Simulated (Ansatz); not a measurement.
# One shape, several levels: quartet C2H2FSi

Aim: a comparison of 3 runs (UB3LYP/6-31G*, UCAM-B3LYP/def2-SVPD, UCCSD(T)/def2-SVPD) of quartet C2H2FSi. 

The calculation is run with Ansatz 0.2.0.

46 further runs of the same task are left out: 46 set aside as unsound or not needed.

## Step 1: The system as given

C2H2FSi has 6 atoms, charge 0, and is taken as a quartet. As SMILES of the parent species, `C#C[SiH]F`. Geometry: relaxed at PBE0-D4/def2-TZVP. That shape belongs to the parent species and isn't relaxed for this state.

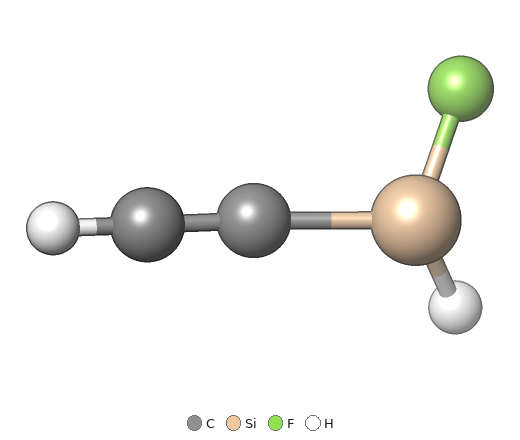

The structure, seen from a chosen angle (carbon grey, silicon light orange, fluorine green, hydrogen white).

## Step 2: The energy at UB3LYP/6-31G(d) (spherical functions) (run 1)

Contents of molecule.yaml:

```yaml
crystal:
  periodic: [false, false, false]
  atoms:
    - symbol: C
      position_ang: [0.118100, -0.680000, -1.605700]
    - symbol: C
      position_ang: [0.120400, -0.213700, -0.490100]
    - symbol: Si
      position_ang: [0.338300, 0.466700, 1.168800]
    - symbol: F
      position_ang: [-0.478000, -0.412300, 2.226800]
    - symbol: H
      position_ang: [0.100300, -1.089200, -2.590300]
    - symbol: H
      position_ang: [-0.157100, 1.864400, 1.244300]
basis:
  gaussian: {orbitals: 6-31G_st_-spherical.json}
magnetization: {spin_polarized: true, initial_magnetization: 3}
hamiltonian: {xc: {name: B3LYP}}
accuracy: high
output: {orbitals: {seedname: orbitals}}
```

The basis set 6-31G* is read from a file made from the Basis Set Exchange's data (not shown).

Run with:

```
ansatz run molecule.yaml --threads 1 --pin off --max-ram 3480MiB --events-out events.jsonl --progress --plain --runs-dir runs
```

Standard output:

```text
Warning: RAYON_NUM_THREADS=1 ignored (pool sized by the plan → 1); use --threads N
Functional definition: B3LYP
  name "B3LYP"
  parameter a0 = 0.2
  parameter ax = 0.72
  parameter ac = 0.81
  exchange = (1 - a0 - ax)*slater_x + ax*b88_x + a0*exact_x
  correlation = (1 - ac)*vwn_rpa_c + ac*lyp_c
1347 factors; integrals over basis functions are off by at most 3.3e-9 eV
mean field evaluation 1: about -12688.4759 eV, gradient 3.2e1 eV
mean field evaluation 2: about -12677.1617 eV, gradient 5.2e1 eV
mean field evaluation 4: about -12693.6498 eV, gradient 5.3e0 eV
mean field evaluation 8: about -12693.9704 eV, gradient 3.2e-1 eV
mean field evaluation 16: about -12693.9845 eV, gradient 3.9e-2 eV
mean field evaluation 32: about -12693.9849 eV, gradient 8.1e-6 eV
mean field -12693.98494615 eV, -466.4953424790 hartree, gradient 4.9e-8 eV, S^2 3.757734; 2 other end points of the search recorded, 0 dependent functions left out
reference -12693.98498219 eV, -466.4953438035 hartree; 20, 17 occupied and 44, 47 virtual orbitals, 1347 factors
Total energy: -12693.98498219 eV, -466.4953438035 hartree
```

It took 18 s on 1 thread of Arm Neoverse V1, shared host; peak memory 0.25 GiB.

## Step 3: A single-point energy at UCAM-B3LYP/def2-SVPD (run 2)

Contents of molecule.yaml:

```yaml
crystal:
  periodic: [false, false, false]
  atoms:
    - {symbol: C, position_ang: [0.118100, -0.680000, -1.605700]}
    - {symbol: C, position_ang: [0.120400, -0.213700, -0.490100]}
    - {symbol: Si, position_ang: [0.338300, 0.466700, 1.168800]}
    - {symbol: F, position_ang: [-0.478000, -0.412300, 2.226800]}
    - {symbol: H, position_ang: [0.100300, -1.089200, -2.590300]}
    - {symbol: H, position_ang: [-0.157100, 1.864400, 1.244300]}
basis:
  gaussian: {orbitals: def2-SVPD}
magnetization: {spin_polarized: true, initial_magnetization: 3}
hamiltonian: {xc: {name: CAM-B3LYP}}
accuracy: high
output: {orbitals: {seedname: orbitals}}
```

Run with:

```
ansatz run molecule.yaml --threads 1 --pin off --max-ram 3480MiB --events-out events.jsonl --progress --plain --runs-dir runs
```

Standard output, shortened:

```text
Warning: RAYON_NUM_THREADS=1 ignored (pool sized by the plan → 1); use --threads N
Functional definition: CAM-B3LYP
  name "CAM-B3LYP"
[...]
1967 factors; integrals over basis functions are off by at most 3.7e-9 eV
492 factors; integrals over basis functions are off by at most 2.1e-9 eV
[...]
mean field -12686.62787059 eV, -466.2249749390 hartree, gradient 7.4e-8 eV, S^2 3.759592; 4 other end points of the search recorded, 0 dependent functions left out
reference -12686.62788979 eV, -466.2249756444 hartree; 20, 17 occupied and 83, 86 virtual orbitals, 1967 factors
Total energy: -12686.62788979 eV, -466.2249756444 hartree
```

Run time: 37 s. Hardware: 1 thread of Arm Neoverse V1, shared host; peak memory 0.5 GiB.

## Step 4: A single-point energy at UCCSD(T)/def2-SVPD (run 3)

Edit molecule.yaml of step 3 so:

```diff
@@ -12,4 +12,4 @@
 magnetization: {spin_polarized: true, initial_magnetization: 3}
-hamiltonian: {xc: {name: CAM-B3LYP}}
+correlation: {method: ccsd_t, frozen_orbitals: {C: 1, F: 1, H: 0, Si: 5}}
 accuracy: high
-output: {orbitals: {seedname: orbitals}}
+scf: {omitted_lower_state_checks: [cluster_reference, increment]}
```

Run with:

```
ansatz run molecule.yaml --threads 1 --pin off --max-ram 3480MiB --events-out events.jsonl --progress --plain --runs-dir runs
```

Standard output:

```text
Warning: RAYON_NUM_THREADS=1 ignored (pool sized by the plan → 1); use --threads N
[... 15 lines left out ...]
8 core orbitals not correlated: weight in the atoms' cores, before any rotation towards them, 1.000 or more for the frozen orbitals, at most 0.000 for the correlated occupied ones
[... 48 lines left out ...]
Total energy: -12663.91816204 eV, -465.3904085429 hartree
Checks for a lower state left out: cluster_reference, increment
```

Run time: 2.7 min. Hardware: 1 thread of Arm Neoverse V1, shared host; peak memory 1.5 GiB.

## Step 5: All runs side by side

```csv
run,level,frozen core orbitals,energy (Eh),HOMO energy (eV),⟨S²⟩,wall time
1,UB3LYP/6-31G* (spherical functions),–,-466.495344,-3.32,3.758,18 s
2,UCAM-B3LYP/def2-SVPD,–,-466.224976,-5.18,3.760,37 s
3,UCCSD(T)/def2-SVPD,8,-465.390409,–,3.795,2.7 min
```

## Step 6: Summary of results

| quantity | value |
| --- | --- |
| run 3: total energy | -465.39041 Eh |
| run 3: correlation energy (8 core orbitals frozen) | -534.9 mEh |
| run 3: (T) correction | -17.11 mEh |
| run 3: ⟨S²⟩ of the reference determinant | 3.795 |
| run 3: T1 diagnostic | 0.021 |

**Reading.** Totals of different functionals can't be ranked against each other. All runs together took 3.6 min, the longest 2.7 min.
